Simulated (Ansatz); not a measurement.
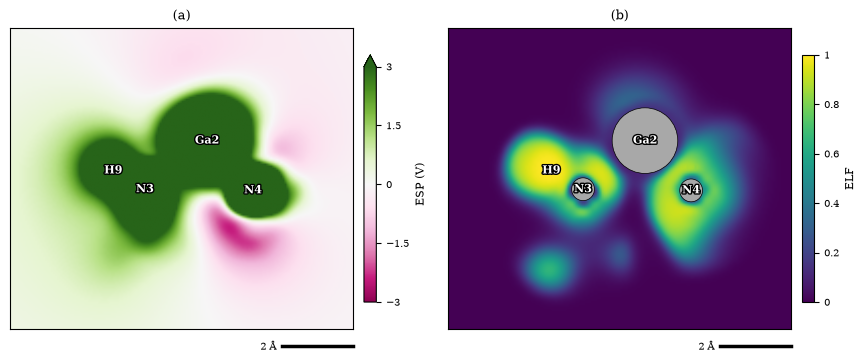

Figure 1: CH9GaN2 (SMILES C[NH2+][GaH2-][NH2]). (a) molecular electrostatic potential; (b) ELF on the plane of atoms Ga2, N3 and H9. Grey discs cover the atomic cores in the ELF map.

Geometry: BLYP-D3(BJ)/def2-SVP.

These are results of Ansatz, isolated molecule in a Gaussian basis; Kohn-Sham density functional theory, functional PBE0, not measurements.

The calculation's input:

```
crystal:
  periodic: [false, false, false]
  atoms:
    - {symbol: C, position_ang: [-0.266062, -1.817588, -1.048428]}
    - {symbol: Ga, position_ang: [0.581084, -0.002648, 1.291531]}
    - {symbol: "N", position_ang: [0.906509, -1.624751, -0.156015]}
    - {symbol: "N", position_ang: [-0.039363, 1.244511, -0.008336]}
    - {symbol: H, position_ang: [-1.113228, -2.196358, -0.445587]}
    - {symbol: H, position_ang: [-0.065545, -2.525017, -1.879776]}
    - {symbol: H, position_ang: [-0.541215, -0.820939, -1.443746]}
    - {symbol: H, position_ang: [1.726936, -1.329950, -0.705012]}
    - {symbol: H, position_ang: [1.172671, -2.501547, 0.314295]}
    - {symbol: H, position_ang: [2.087301, 0.178969, 1.776113]}
    - {symbol: H, position_ang: [-0.544753, -0.692146, 2.180721]}
    - {symbol: H, position_ang: [-1.002565, 1.574155, 0.130774]}
    - {symbol: H, position_ang: [0.544310, 2.081047, -0.132151]}
basis:
  gaussian: {orbitals: def2-TZVPD}
hamiltonian: {xc: {name: PBE0}}
output: {forces: true, orbitals: {seedname: orbitals}}
```

Run with:

```sh
ansatz run input.yaml --threads 2 --pin off --max-ram 4350MiB --events-out events.jsonl --progress --plain --runs-dir runs
```

Q: Interpret the plot.

A: Atoms in the plane: Ga, N and H.
Ga–N (1.91 Å): the ELF peaks at about 0.90 in the valence shell of N, 0.6 Å from its nucleus, and is about 0.35 at the midpoint.
N–H (1.03 Å): the ELF climbs to about 1 towards the hydrogen, as it does in any bond to H (an ordinary covalent bond to hydrogen).
Ga–N (2.20 Å): the ELF peaks at about 0.95 in the valence shell of N, 0.7 Å from its nucleus, and is about 0.35 at the midpoint.
The ELF also peaks beside N4, away from the bonds: lone-pair regions.
Outside the dense part of the molecule the potential is most negative (−2.4 V) near N4.
